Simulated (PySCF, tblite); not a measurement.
**C7H13AlO2: infrared bands, NMR shifts and electronic excitations in gas and solvents**

Aim: compute the infrared bands, NMR shifts and electronic excitations of C7H13AlO2 (`CC(C)(C)C1=C[O][AlH2-][O+]=C1`), and see what a dielectric continuum does where one was used.

The runs use tblite 0.8.0 and PySCF 2.14.0, with density-fitted response routines of our own; the level of theory stands in each step. All values are computed, except where a source is named. Atoms are numbered from 0 throughout.

### Step 1. Starting geometry

23 atoms, charge 0, multiplicity 1; geometry from: force field or distance geometry start.

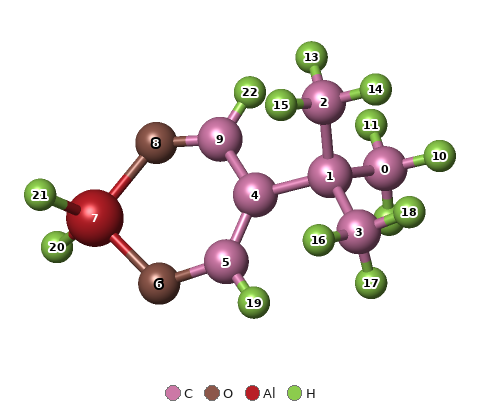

The starting geometry (carbon pink, oxygen brown, aluminium red, hydrogen green), atoms numbered.

### Step 2. Geometry optimisation with GFN2-xTB

What the job is given:

```
{"job": {"kind": "relax", "xc": "GFN2-xTB", "basis": "xTB"}, "charge": 0, "multiplicity": 1}
C     -1.736700    -0.703400    -1.044600
C     -1.059400     0.015100     0.128800
C     -1.312800    -0.785300     1.443800
C     -1.725100     1.406300     0.303000
C      0.470200     0.076100    -0.120200
C      1.084600     1.258600    -0.419300
O      2.460600     1.405800    -0.657100
Al     3.640400     0.063200    -0.257100
O      2.484800    -1.366600    -0.214500
C      1.216300    -1.233800    -0.146800
H     -2.849200    -0.737600    -0.894800
H     -1.393200    -1.749000    -1.154200
H     -1.544700    -0.158500    -1.982800
H     -1.011200    -1.844700     1.351900
H     -2.408700    -0.773200     1.691700
H     -0.772400    -0.323300     2.302100
H     -1.226500     1.981300     1.123100
H     -1.696000     1.975600    -0.634500
H     -2.797400     1.293300     0.590100
H      0.532300     2.176700    -0.482000
H      4.739300    -0.103800    -1.393700
H      4.243100     0.295600     1.196700
H      0.657000    -2.141400    -0.105500
```

Launch:

```console
$ OMP_NUM_THREADS=1 python probes_run.py task.json out
```

The driver reads the jobs from task.json and runs them one after another.

Log:

```text
step      E/eV     max force
  0    -840.34036    4.110
  1    -840.86852    2.011
  2    -840.98597    1.368
  3    -841.07325    1.014
  4    -841.15606    0.366
  5    -841.17152    0.298
  6    -841.18723    0.159
  7    -841.19076    0.144
  8    -841.19396    0.132
  9    -841.19638    0.122
 10    -841.19929    0.114
 11    -841.20176    0.130
 12    -841.20385    0.133
 13    -841.20549    0.085
 14    -841.20694    0.083
 15    -841.20822    0.073
 16    -841.20937    0.081
 17    -841.21024    0.063
 18    -841.21088    0.069
 19    -841.21147    0.075
 20    -841.21219    0.075
 21    -841.21305    0.074
 22    -841.21387    0.062
 23    -841.21448    0.051
 24    -841.21498    0.058
 25    -841.21558    0.064
 26    -841.21638    0.071
 27    -841.21732    0.067
 28    -841.21816    0.067
 29    -841.21881    0.068
 30    -841.21935    0.053
 31    -841.21988    0.046
 32    -841.22042    0.068
 33    -841.22105    0.088
 34    -841.22190    0.090
 35    -841.22290    0.066
 36    -841.22372    0.063
 37    -841.22424    0.049
 38    -841.22461    0.048
 39    -841.22506    0.056
 40    -841.22569    0.060
 41    -841.22639    0.067
 42    -841.22699    0.070
 43    -841.22749    0.052
 44    -841.22794    0.049
 45    -841.22838    0.042
 46    -841.22879    0.059
 47    -841.22919    0.061
 48    -841.22965    0.056
 49    -841.23024    0.065
 50    -841.23097    0.094
 51    -841.23183    0.119
 52    -841.23279    0.117
 53    -841.23374    0.082
 54    -841.23450    0.067
 55    -841.23507    0.063
 56    -841.23552    0.055
 57    -841.23591    0.069
 58    -841.23626    0.056
 59    -841.23656    0.042
 60    -841.23668    0.029
 61    -841.23681    0.023
 62    -841.23692    0.028
 63    -841.23706    0.040
 64    -841.23721    0.043
 65    -841.23734    0.031
 66    -841.23742    0.020
 67    -841.23748    0.019
 68    -841.23756    0.025
 69    -841.23765    0.026
 70    -841.23775    0.022
 71    -841.23783    0.022
 72    -841.23790    0.029
 73    -841.23799    0.033
 74    -841.23810    0.029
 75    -841.23821    0.022
 76    -841.23828    0.016
 77    -841.23833    0.014
 78    -841.23837    0.016
 79    -841.23842    0.014
 80    -841.23847    0.013
 81    -841.23851    0.012
 82    -841.23855    0.011
 83    -841.23857    0.010
```

It took 0.83 s on 1 thread of Arm Neoverse V1, shared host; peak memory 0.18 GiB.

The steps of the relaxation: (not every step is listed)

| step | energy from step 0 (eV) | largest force (eV/Å) |
| --- | --- | --- |
| 0 | 0.0000 | 4.1103 |
| 1 | -0.5282 | 2.0110 |
| 2 | -0.6456 | 1.3685 |
| 3 | -0.7329 | 1.0140 |
| 4 | -0.8157 | 0.3658 |
| 5 | -0.8312 | 0.2978 |
| 6 | -0.8469 | 0.1585 |
| 7 | -0.8504 | 0.1436 |
| 8 | -0.8536 | 0.1317 |
| 15 | -0.8679 | 0.0734 |
| 22 | -0.8735 | 0.0618 |
| 29 | -0.8784 | 0.0677 |
| 36 | -0.8834 | 0.0629 |
| 43 | -0.8871 | 0.0516 |
| 50 | -0.8906 | 0.0945 |
| 57 | -0.8955 | 0.0685 |
| 64 | -0.8968 | 0.0432 |
| 71 | -0.8975 | 0.0222 |
| 78 | -0.8980 | 0.0158 |
| 79 | -0.8981 | 0.0142 |
| 80 | -0.8981 | 0.0127 |
| 81 | -0.8981 | 0.0124 |
| 82 | -0.8982 | 0.0110 |
| 83 | -0.8982 | 0.0097 |

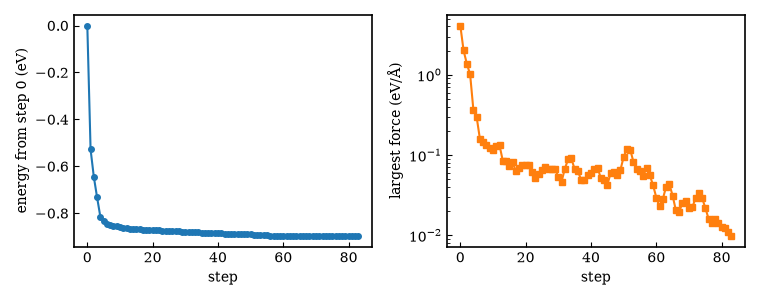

Energy and force, step by step.

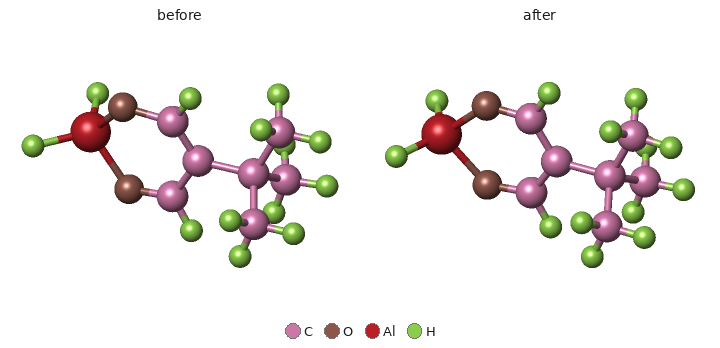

Before and after, at one scale.

Close pairs (by a distance rule), those that changed most:

| bond | before (Å) | after (Å) | change (Å) |
| --- | --- | --- | --- |
| C5–O6 | 1.404 | 1.270 | -0.134 |
| C4–C9 | 1.508 | 1.396 | -0.112 |
| Al7–H21 | 1.591 | 1.542 | -0.049 |
| Al7–H20 | 1.590 | 1.541 | -0.048 |
| C2–H14 | 1.124 | 1.087 | -0.036 |
| C0–H10 | 1.123 | 1.087 | -0.036 |
| C3–H16 | 1.119 | 1.087 | -0.032 |
| C9–H22 | 1.067 | 1.097 | +0.030 |

The end geometry stands in the next job.

### Step 3. Harmonic vibrations with GFN2-xTB

What the job is given:

```
{"job": {"kind": "ir", "xc": "GFN2-xTB", "basis": "xTB"}, "charge": 0, "multiplicity": 1}
C     -1.663150    -0.746311    -1.064036
C     -1.070941    -0.009784     0.145182
C     -1.419424    -0.760098     1.438327
C     -1.704730     1.382021     0.221963
C      0.444530     0.052765    -0.012632
C      1.149912     1.242090    -0.168957
O      2.409019     1.324409    -0.314741
Al     3.715740     0.072900    -0.375301
O      2.442014    -1.208867    -0.154113
C      1.185794    -1.130227    -0.024341
H     -2.745530    -0.797957    -0.975118
H     -1.279064    -1.759646    -1.137550
H     -1.416809    -0.221213    -1.983785
H     -1.087338    -1.793462     1.406126
H     -2.496454    -0.759049     1.587674
H     -0.954997    -0.275680     2.293862
H     -1.315704     1.942848     1.067936
H     -1.537100     1.945552    -0.692080
H     -2.778942     1.277641     0.355696
H      0.610457     2.194401    -0.172052
H      4.278086    -0.022414    -1.807369
H      4.573274     0.162281     0.903147
H      0.656605    -2.085217     0.086060
```

Log:

```text
mode    cm-1     km/mol
  1      40.2      0.06
  2      66.9      1.58
  3     150.9      0.05
  4     179.5      1.67
  5     189.1      1.00
  6     204.0      1.15
  7     221.6      0.12
  8     267.1      2.46
  9     305.9      5.68
 10     310.4      1.46
 11     332.9      1.70
 12     362.6      1.35
 13     377.9      0.09
 14     379.9      5.24
 15     393.4      3.54
 16     452.7      5.67
 17     473.8    108.64
 18     481.9      0.23
 19     485.4      4.29
 20     508.2    199.69
 21     516.7     15.84
 22     610.3      5.23
 23     798.3    500.14
 24     847.2      0.49
 25     859.3      3.13
 26     939.5      0.03
 27     941.6      3.47
 28     959.4      1.88
 29     962.4      0.77
 30     963.2      0.11
 31    1034.9      1.53
 32    1036.7      0.26
 33    1150.5     56.13
 34    1229.4      4.22
 35    1231.0     13.51
 36    1282.9     28.48
 37    1310.3     70.22
 38    1351.2    112.20
 39    1369.3    112.88
 40    1405.7      9.99
 41    1407.1      8.82
 42    1429.2     37.59
 43    1439.2    465.01
 44    1488.5      0.11
 45    1490.7      0.35
 46    1496.7      5.64
 47    1503.8      0.46
 48    1512.1      6.45
 49    1516.9      5.90
 50    1617.9    499.03
 51    1796.0    500.64
 52    1803.5    106.08
 53    2879.3     36.46
 54    2917.8     21.58
 55    3033.8      8.48
 56    3036.6      7.30
 57    3037.5      0.88
 58    3041.2      9.38
 59    3042.0     63.12
 60    3045.5     58.63
 61    3048.2     43.47
 62    3053.0     14.52
 63    3057.0     43.71
```

Wall time 1.2 s (1 thread of Arm Neoverse V1, shared host); peak memory 0.18 GiB.

The strongest bands and the atoms that carry them (share of the mass-weighted mode):

| cm⁻¹ | km/mol | atoms |
| --- | --- | --- |
| 474 | 108.6 | H20 36 %, H21 36 %, Al7 15 % |
| 508 | 199.7 | H21 42 %, H20 41 % |
| 798 | 500.1 | H21 45 %, H20 45 % |
| 1351 | 112.2 | C5 23 %, C9 16 %, O6 15 %, H22 15 % |
| 1369 | 112.9 | H19 23 %, H22 21 %, O8 15 %, C4 13 % |
| 1439 | 465.0 | C4 46 %, C9 19 %, C5 18 % |
| 1618 | 499.0 | C9 33 %, C5 31 %, C4 12 % |
| 1796 | 500.6 | H21 65 %, H20 30 % |

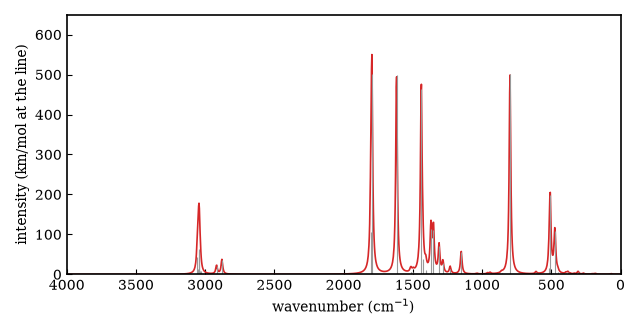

The infrared spectrum from these modes, unscaled. Lines are broadened to a width of 14 cm⁻¹ (Lorentzian).

### Step 4. Relaxing the molecule at PBE0-D3(BJ)/def2-SVP

What the job is given:

```
{"job": {"xc": "PBE0", "basis": "def2-SVP", "d3": "d3bj", "grid": 1, "shake": 0.01, "kind": "geom"}, "charge": 0, "multiplicity": 1}
C     -1.642740    -0.771870    -1.059860
C     -1.076620    -0.014310     0.143030
C     -1.439620    -0.762420     1.429670
C     -1.671500     1.384280     0.218440
C      0.441720     0.046080    -0.023180
C      1.146000     1.246910    -0.171340
O      2.418600     1.322410    -0.314500
Al     3.731200     0.078350    -0.380350
O      2.440190    -1.203460    -0.134760
C      1.183100    -1.132660    -0.014320
H     -2.754390    -0.800870    -0.966290
H     -1.273260    -1.758730    -1.130850
H     -1.445090    -0.211000    -1.993380
H     -1.104020    -1.790700     1.413130
H     -2.500900    -0.769810     1.587940
H     -0.955520    -0.261620     2.301340
H     -1.313770     1.953960     1.065880
H     -1.546360     1.951390    -0.686250
H     -2.781090     1.269810     0.357990
H      0.585520     2.201300    -0.167140
H      4.261700    -0.021800    -1.817010
H      4.580850     0.141940     0.894000
H      0.663700    -2.073650     0.064480
```

Log:

```text
step   0  E = -666.53532810  max force = 0.041133
step   1  E = -666.54412096  max force = 0.009479
step   2  E = -666.54499328  max force = 0.002549
step   3  E = -666.54480376  max force = 0.004989
step   4  E = -666.54528442  max force = 0.002656
step   5  E = -666.54536848  max force = 0.000578
step   6  E = -666.54537726  max force = 0.000328
optimisation converged
```

Wall time 3.2 min (1 thread of Arm Neoverse V1, shared host); peak memory 1 GiB.

Relaxation path: (the energy doesn't fall at every step)

| step | energy from step 0 (eV) | largest force component (eV/Å) |
| --- | --- | --- |
| 0 | 0.0000 | 2.1151 |
| 1 | -0.2393 | 0.4874 |
| 2 | -0.2630 | 0.1311 |
| 3 | -0.2578 | 0.2565 |
| 4 | -0.2709 | 0.1366 |
| 5 | -0.2732 | 0.0297 |
| 6 | -0.2735 | 0.0169 |

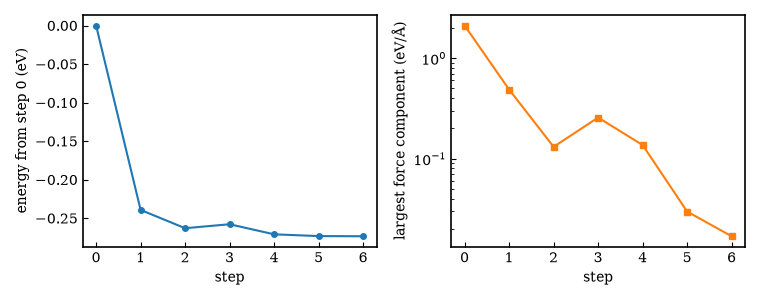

Energy and largest force along the relaxation.

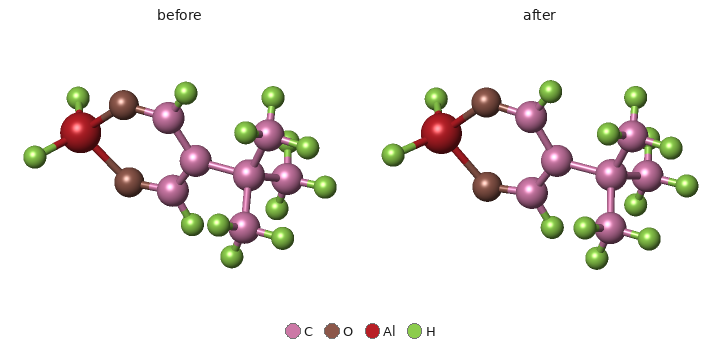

Before and after, at one scale.

Distances of close pairs at the start and the end, largest changes first:

| bond | before (Å) | after (Å) | change (Å) |
| --- | --- | --- | --- |
| Al7–H21 | 1.533 | 1.589 | +0.056 |
| Al7–H20 | 1.535 | 1.589 | +0.054 |
| O6–Al7 | 1.810 | 1.858 | +0.048 |
| C0–H11 | 1.056 | 1.101 | +0.045 |
| Al7–O8 | 1.836 | 1.865 | +0.030 |
| C2–H14 | 1.073 | 1.102 | +0.028 |
| C9–H22 | 1.078 | 1.104 | +0.026 |
| C3–H17 | 1.075 | 1.101 | +0.026 |

The end geometry stands in the next job.

| at the end point | value |
| --- | --- |
| rotational constants (GHz, main isotopes) | 2.353, 0.698, 0.617 |
| dipole moment (D) | 5.03 |

### Step 5. Nuclear shieldings: PBE0/pcSseg-1

What the job is given:

```
{"job": {"kind": "nmr", "xc": "PBE0", "basis": "pcSseg-1"}, "charge": 0, "multiplicity": 1}
C     -1.713998    -0.807078    -0.970529
C     -1.064175    -0.029975     0.184309
C     -1.341548    -0.749214     1.512710
C     -1.712198     1.355049     0.247544
C      0.449361     0.060847    -0.043372
C      1.128462     1.281118    -0.157314
O      2.374279     1.440946    -0.344061
Al     3.692767     0.141828    -0.503813
O      2.443905    -1.231919    -0.321765
C      1.195666    -1.125631    -0.140142
H     -2.801888    -0.887377    -0.818196
H     -1.318416    -1.830815    -1.054491
H     -1.539057    -0.300579    -1.932045
H     -0.945873    -1.776501     1.516387
H     -2.425345    -0.814121     1.698545
H     -0.880648    -0.210235     2.354517
H     -1.325008     1.955760     1.085255
H     -1.566650     1.922676    -0.684684
H     -2.796462     1.244523     0.397595
H      0.551028     2.215307    -0.083341
H      4.265309     0.141209    -1.985781
H      4.628789     0.167967     0.780051
H      0.657438    -2.085530    -0.051930
```

Method: GIAO PBE0/pcSseg-1 NMR shielding, non-relativistic, gas phase.

Log:

```text
coarse grid: 19464 points
cycle   1  E = -666.5955322293  dE =  1.234e+00  |g| = 9.404e-01  |ddm| = 4.265e+00
cycle   2  E = -666.2249532486  dE =  3.706e-01  |g| = 1.692e+00  |ddm| = 2.157e+00
cycle   3  E = -666.7562699637  dE = -5.313e-01  |g| = 2.275e-01  |ddm| = 1.650e+00
cycle   4  E = -666.7680076687  dE = -1.174e-02  |g| = 6.922e-02  |ddm| = 2.977e-01
cycle   5  E = -666.7691096280  dE = -1.102e-03  |g| = 1.895e-02  |ddm| = 8.271e-02
cycle   6  E = -666.7691866718  dE = -7.704e-05  |g| = 4.278e-03  |ddm| = 1.707e-02
cycle   7  E = -666.7691904355  dE = -3.764e-06  |g| = 1.208e-03  |ddm| = 4.486e-03
final grid: 182600 points
cycle   8  E = -666.8504787528  dE = -6.489e-05  |g| = 1.401e-02  |ddm| = 6.342e-02
cycle   9  E = -666.8504018967  dE =  7.686e-05  |g| = 2.406e-02  |ddm| = 3.126e-02
cycle  10  E = -666.8505176911  dE = -1.158e-04  |g| = 2.981e-03  |ddm| = 2.229e-02
cycle  11  E = -666.8505195887  dE = -1.898e-06  |g| = 3.471e-04  |ddm| = 2.683e-03
cycle  12  E = -666.8505196143  dE = -2.560e-08  |g| = 1.492e-04  |ddm| = 6.421e-04
cycle  13  E = -666.8505196181  dE = -3.774e-09  |g| = 6.726e-05  |ddm| = 1.852e-04
cycle  14  E = -666.8505196188  dE = -7.528e-10  |g| = 2.230e-05  |ddm| = 6.988e-05
converged SCF energy = -666.8505196188

GIAO shielding tensors (ppm)
atom      isotropic    diamagn.    paramagn.     s11        s22        s33       span
  0 C      150.447     247.933     -97.486    131.970    138.508    180.861     48.891
  1 C      153.339     239.960     -86.621    147.637    154.715    157.665     10.029
  2 C      150.199     247.822     -97.623    131.897    137.980    180.721     48.823
  3 C      154.343     248.254     -93.910    140.035    146.783    176.212     36.177
  4 C       59.178     268.633    -209.455    -38.123     62.869    152.787    190.910
  5 C       -3.715     246.806    -250.521   -100.498    -14.806    104.159    204.657
  6 O       35.718     396.804    -361.087   -178.206    -80.089    365.448    543.654
  7 Al     442.478     793.731    -351.253    378.908    402.635    545.890    166.982
  8 O       20.821     396.370    -375.549   -204.495    -99.956    366.914    571.409
  9 C       -8.357     249.080    -257.437   -112.172    -17.336    104.436    216.609
 10 H       30.178      31.052      -0.874     26.612     27.869     36.053      9.441
 11 H       29.919      31.542      -1.623     26.022     28.357     35.377      9.356
 12 H       30.128      31.139      -1.010     26.788     27.630     35.967      9.179
 13 H       29.935      31.449      -1.514     26.116     28.313     35.376      9.260
 14 H       30.169      30.975      -0.806     26.578     27.855     36.074      9.496
 15 H       30.132      31.079      -0.947     26.804     27.646     35.946      9.142
 16 H       30.051      31.432      -1.381     26.680     27.340     36.132      9.452
 17 H       30.059      31.457      -1.398     26.657     27.378     36.142      9.485
 18 H       30.240      30.809      -0.569     26.832     28.439     35.449      8.617
 19 H       23.086      31.754      -8.668     18.709     21.211     29.338     10.629
 20 H       26.867      28.517      -1.650     24.459     24.620     31.521      7.062
 21 H       26.877      28.501      -1.624     24.452     24.652     31.527      7.075
 22 H       22.736      31.901      -9.165     19.198     20.280     28.730      9.532
```

Wall time 63 s (1 thread of Arm Neoverse V1, shared host); peak memory 1.3 GiB.

The references, computed at this level on geometries of the same kind, shield at (ppm): 1H TMS 31.27, 13C TMS 184.4, 17O H2O 334.6, 27Al AlH4- 489.3. Their shielding less the atom's gives the shift. The references are single molecules in the gas phase, so shifts against H2O, NH3, PH3, H3PO4 or CFCl3 are not on the usual liquid scales and can be off by tens of ppm. Shifts against hydride references such as AlH4− lie on their own scale. Atoms listed in one row are averaged.

| atoms | environment | σ (ppm) | δ (ppm) |
| --- | --- | --- | --- |
| C5, C9 | alkene carbon bearing oxygen | -6.0 | 190.4 |
| C4 | β carbon of an enol-ether or enamine type C=C | 59.2 | 125.2 |
| C0, C2, C3 | methyl carbon | 151.7 | 32.7 |
| C1 | allylic quaternary sp3 carbon | 153.3 | 31.1 |
| H19, H22 | hydrogen on an alkene carbon bearing oxygen | 22.91 | 8.36 |
| H20, H21 | hydrogen on an aluminium bonded to 2 O, in a 6-membered ring | 26.87 | 4.40 |
| H10, H11, H12, H13, H14 and 4 more | hydrogen on a methyl carbon | 30.09 | 1.18 |
| O6, O8 | oxygen bonded to C, Al, in a 6-membered ring | 28.3 | 306.3 |
| Al7 | aluminium bonded to 2 O, 2 H, in a 6-membered ring | 442.5 | 46.8 |

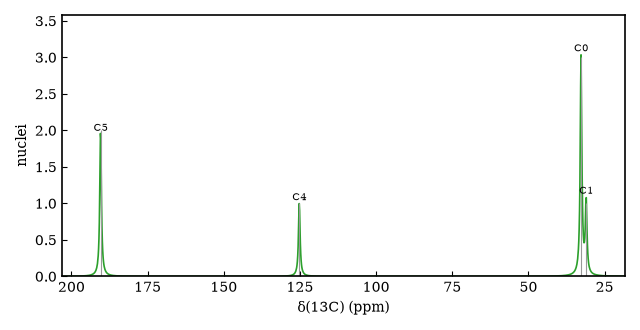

13C lines at the computed shifts, without couplings. Lines are broadened to a width of 0.64 ppm (Lorentzian).

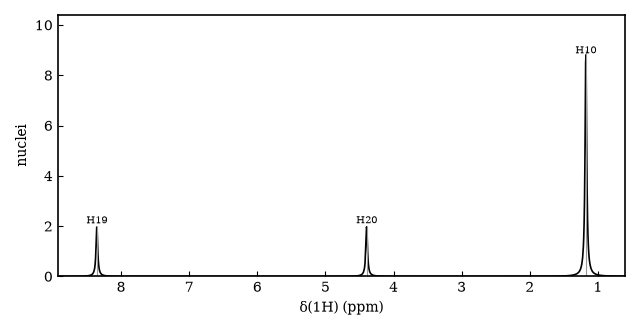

1H lines at the computed shifts, without couplings. Lines are broadened to a width of 0.03 ppm (Lorentzian).

Charges from the same density, by scheme (e):

| atoms | Mulliken | IAO | Hirshfeld | ESP fit |
| --- | --- | --- | --- | --- |
| C0, C2, C3 | -0.16 | -0.41 | -0.12 | -0.54 |
| C1 | -0.58 | 0.05 | 0.03 | 0.56 |
| C4 | -0.36 | -0.18 | -0.05 | -0.39 |
| C5, C9 | 0.45 | 0.22 | 0.12 | 0.39 |
| O6, O8 | -0.58 | -0.47 | -0.19 | -0.47 |
| Al7 | 0.95 | 0.83 | 0.42 | 0.88 |

ESP fit charges:

C0 -0.56; C1 0.56; C2 -0.54; C3 -0.53; C4 -0.39; C5 0.37; O6 -0.47; Al7 0.88; O8 -0.48; C9 0.41; H10 0.15; H11 0.13; H12 0.13; H13 0.13; H14 0.15; H15 0.12; H16 0.13; H17 0.13; H18 0.14; H19 0.07; H20 -0.30; H21 -0.30; H22 0.06

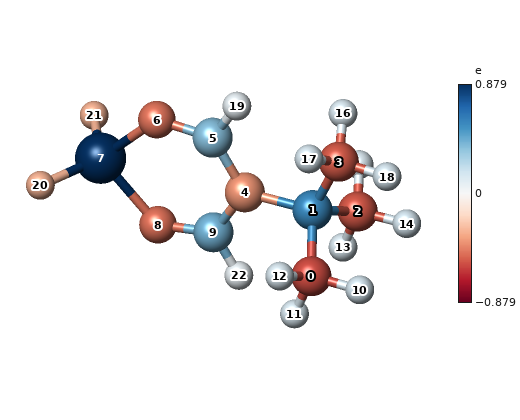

ESP fit charges, as colours on the atoms.

Mayer bond orders: C0–C1 1.02, C1–C2 1.02, C1–C3 1.05, C1–C4 0.89, C4–C5 1.41, C5–O6 1.33, O6–Al7 0.50, Al7–O8 0.49, O8–C9 1.36, C9–C4 1.35.

Ring of atoms C4, C5, O6, Al7, O8, C9: NICS(0) 3.3, NICS(1) 0.0, NICS(1)zz 4.3 ppm (means of both faces).

[end of part 1 of 2]
